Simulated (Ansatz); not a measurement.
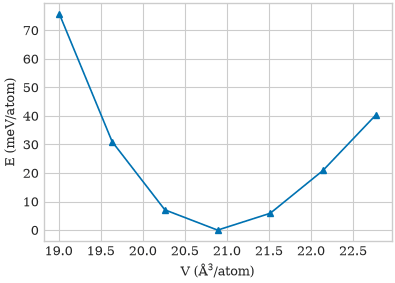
Fig. 1. TePt in space group Cmcm (No. 63; Te on 4c, Pt on 4c) under volume change, plane-wave PAW r²SCAN (Ansatz code), shape and atoms relaxed at each volume.

Task: What does a third-order Birch–Murnaghan fit give for V₀, B₀ and B′?

Result: V₀ = 20.89 Å³/atom, B₀ = 99.9 GPa, B′ = 10.0.

The start of the workflow was typed in or built on a structure type; neither database checked (COD, Materials Project) lists it. COD files the formula under space group No. 166, 194. Whether it is the stable phase at ambient conditions was not checked. The r²SCAN relaxation kept the symmetry of its start; its stability against distortions is not shown here. No spin polarisation was allowed. Spin–orbit coupling is left out wherever it is not named.

Potentials: the later of the program's two PAW sets.
